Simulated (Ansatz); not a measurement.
# Direct or indirect: RbZnCl3 (Pm-3m)

```
Rb Zn Cl
1.0
     5.00765    0.00000    0.00000
     0.00000    5.00765    0.00000
     0.00000    0.00000    5.00765
Rb Zn Cl
1 1 3
Direct
  0.00000 0.00000 0.00000
  0.50000 0.50000 0.50000
  0.50000 0.50000 0.00000
  0.50000 0.00000 0.50000
  0.00000 0.50000 0.50000
```

Method: Ansatz, PBE, independent particles, without spin-orbit coupling, line width 0.1 eV (Gaussian). The band structure gives a fundamental gap of 1.39 eV. The spectrum of vertical transitions near the edge:

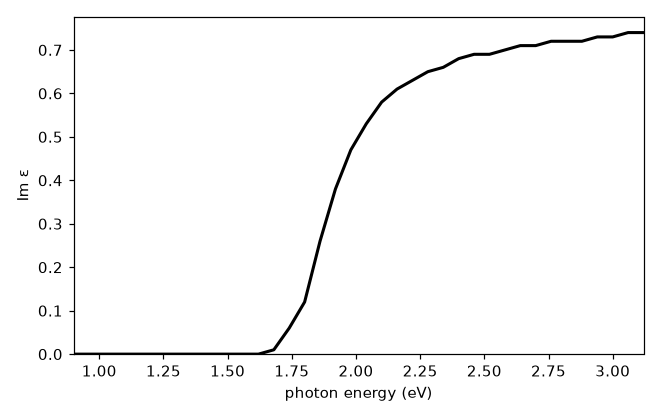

(1) Is the gap direct or indirect, and about where do vertical transitions set in?

Results:

(1) Indirect, by the band path, whose least direct gap is 1.81 eV. The curves fit this: they stay near zero above 1.39 eV and rise only from about 1.8 eV, though a forbidden direct transition would look alike. Lines are broadened by 0.1 eV, which spreads the edge, and phonons, which would give weak absorption from the fundamental gap up, are left out.

Note: cells built here by substitution need not match a known phase.

[Logs are printed without paths, hosts, clocks, repeated set-up lines and the standing remarks that a program may print on its own settings, such as how far it seeks lower states.]
